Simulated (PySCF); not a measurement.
# Sb⁺: dipole response in dyall-av2z

How polarisable is Sb⁺ at the levels listed below?

Program: PySCF 2.14.0. Level of theory: unrestricted determinants in a Gaussian basis, no spin-orbit coupling in the energies. These are calculated values, not measurements, unless marked.

## Step 1: The atom as given

| Item | Value |
| --- | --- |
| Element | antimony (Z = 51) |
| Basis | dyall-av2z (22s16p12d, 130 functions) |
| Hamiltonian | no relativity, point nucleus |
| State 1 | Sb⁺: [Kr] 4d10 5s2 5p2, high-spin 3P determinant |
| Methods | TPSSh, B3LYP |

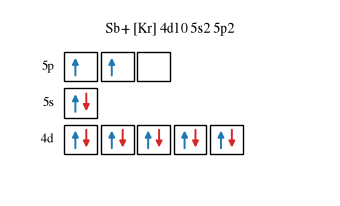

Occupation of the outer shells (arrows by Hund's rule).

The runs were made by one driver on top of PySCF. The scripts below sum up each run's settings (the driver also hands on starting orbitals that pick excited configurations, and frozen orbitals as a list rather than a count), and the logs come from the driver's own runs. The driver starts from symmetry-adapted Hartree-Fock orbitals, holds the occupation by maximum overlap and uses a logarithmic radial grid for functionals, so a plain start would take other cycles.

The integrals over 130 functions and the set-up took 0.74 s of CPU time.

## Step 2: Sb⁺, method by method

**TPSSh**

Input file input.py:

```python
from pyscf import gto, scf, dft, mp, cc
import basis_set_exchange as bse
mol = gto.M(atom="Sb 0 0 0", charge=1, spin=2, symmetry="D2h",
            basis=gto.basis.parse(bse.get_basis("dyall-av2z", elements=["Sb"], fmt="nwchem")))
mf = dft.UKS(mol, xc="TPSSH")
mf.irrep_nelec = {'Ag': (9, 9), 'B1g': (2, 2), 'B2g': (2, 2), 'B3g': (2, 2), 'B1u': (4, 3), 'B2u': (4, 3), 'B3u': (3, 3)}
mf.kernel()
```

The program printed:

```text
damping factor = 0
level_shift factor = 0
DIIS = <class 'pyscf.scf.diis.CDIIS'>
diis_start_cycle = 1
diis_space = 10
diis_damp = 0
SCF conv_tol = 1e-09
SCF conv_tol_grad = None
number electrons alpha = 26  beta = 24
XC functionals = TPSSH
    V. N. Staroverov, G. E. Scuseria, J. Tao, and J. P. Perdew.,  J. Chem. Phys. 119, 12129 (2003)
cycle= 1 E= -6315.37344111176  delta_E= -0.0183  |g|= 0.0421  |ddm|= 0.277
cycle= 2 E= -6315.37350677155  delta_E= -6.57e-05  |g|= 0.0123  |ddm|= 0.0175
cycle= 3 E= -6315.37351189409  delta_E= -5.12e-06  |g|= 0.00149  |ddm|= 0.00649
cycle= 4 E= -6315.37351206019  delta_E= -1.66e-07  |g|= 0.00111  |ddm|= 0.00145
cycle= 5 E= -6315.37351218581  delta_E= -1.26e-07  |g|= 2.34e-05  |ddm|= 0.000607
cycle= 6 E= -6315.37351218624  delta_E= -4.3e-10  |g|= 1.53e-06  |ddm|= 5.32e-05
converged SCF energy = -6315.37351218624  <S^2> = 2.002794  2S+1 = 3.0018621
```

It used 3.6 min of CPU time after the integrals (shared host).

The occupied shells:

```csv
shell,electrons,mean orbital energy (eV),spread (eV),rms radius (bohr)
1s α,1,-29242.5,0,0.0345
1s β,1,-29242.4,0,0.0345
2s α,1,-4362.6,0,0.139
2s β,1,-4362.6,0,0.139
2p α,3,-4084.9,0.055,0.121
2p β,3,-4084.8,0.094,0.121
3s α,1,-865.28,0,0.367
3s β,1,-865.24,0,0.367
3p α,3,-749.70,0.180,0.360
3p β,3,-749.64,0.234,0.360
3d α,5,-536.32,0.166,0.332
3d β,5,-536.28,0.206,0.332
4s α,1,-150.10,0,0.873
4s β,1,-149.97,0,0.873
4p α,3,-110.76,0.427,0.924
4p β,3,-110.62,0.567,0.924
4d α,5,-45.002,0.468,1.11
4d β,5,-44.782,0.645,1.11
5s α,1,-20.884,0,2.40
5s β,1,-18.938,0,2.40
5p α,2,-13.111,0,2.87
```

⟨S²⟩ = 2.003, ⟨L²⟩ = 2.01.

The driver then solved the coupled dipole response at imaginary frequencies: mean α = 27.17 bohr³ (xx, yy, zz: 25.85, 27.83, 27.83), C₆ = 218.0 au for a like pair.

A non-relativistic calculation at this Z misses sizeable relativistic shifts.

**B3LYP**

input.py differs from the last one in:

```diff
@@ -4,3 +4,3 @@
             basis=gto.basis.parse(bse.get_basis("dyall-av2z", elements=["Sb"], fmt="nwchem")))
-mf = dft.UKS(mol, xc="TPSSH")
+mf = dft.UKS(mol, xc="B3LYP")
 mf.irrep_nelec = {'Ag': (9, 9), 'B1g': (2, 2), 'B2g': (2, 2), 'B3g': (2, 2), 'B1u': (4, 3), 'B2u': (4, 3), 'B3u': (3, 3)}
```

The program printed:

```text
damping factor = 0
level_shift factor = 0
DIIS = <class 'pyscf.scf.diis.CDIIS'>
diis_start_cycle = 1
diis_space = 10
diis_damp = 0
SCF conv_tol = 1e-09
SCF conv_tol_grad = None
number electrons alpha = 26  beta = 24
XC functionals = B3LYP
    P. J. Stephens, F. J. Devlin, C. F. Chabalowski, and M. J. Frisch.,  J. Phys. Chem. 98, 11623 (1994)
cycle= 1 E= -6315.69798029693  delta_E= -0.0245  |g|= 0.0259  |ddm|= 0.301
cycle= 2 E= -6315.69801671708  delta_E= -3.64e-05  |g|= 0.0209  |ddm|= 0.0242
cycle= 3 E= -6315.69806077679  delta_E= -4.41e-05  |g|= 0.00331  |ddm|= 0.0124
cycle= 4 E= -6315.69806128747  delta_E= -5.11e-07  |g|= 0.000578  |ddm|= 0.000875
cycle= 5 E= -6315.69806134103  delta_E= -5.36e-08  |g|= 2.1e-05  |ddm|= 0.00045
cycle= 6 E= -6315.69806134131  delta_E= -2.8e-10  |g|= 2.01e-06  |ddm|= 3.33e-05
converged SCF energy = -6315.69806134131  <S^2> = 2.0020927  2S+1 = 3.0013948
```

CPU time 1.8 min on a shared host, the integrals not counted.

The driver then solved the coupled dipole response at imaginary frequencies: mean α = 26.73 bohr³ (xx, yy, zz: 25.20, 27.49, 27.49), C₆ = 210.8 au for a like pair.

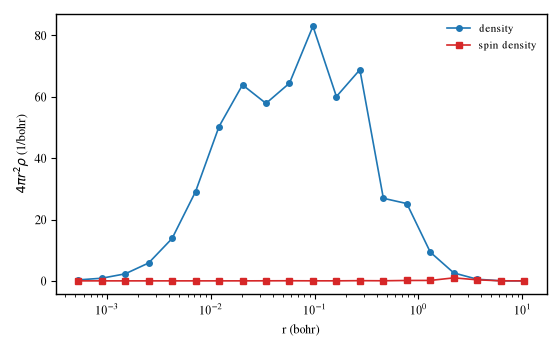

Radial density 4πr²ρ of Sb⁺ at B3LYP, at 20 stored radii joined by straight lines.

## Step 3: The response side by side

Sb⁺, in atomic units:

```csv
method,mean α,C₆ (like pair),S(−4)
TPSSh,27.17,218.0,189.5
B3LYP,26.73,210.8,187.5
```

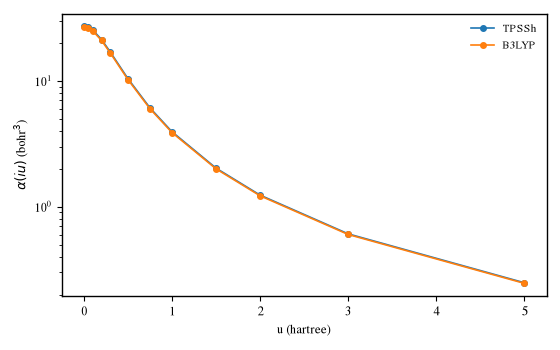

α(iu) of Sb⁺, the polarisability at imaginary frequency, on a logarithmic scale.

## Step 4: Summary of results

```
quantity                                 value
α of Sb⁺  26.73 (B3LYP) to 27.17 (TPSSh) bohr³
```

In words: A single London oscillator with the computed α and C₆ of Sb⁺ at TPSSh would have ω = 4 C₆ / (3 α²) = 0.394 hartree. All values hold for this basis alone; no basis-set limit was taken.
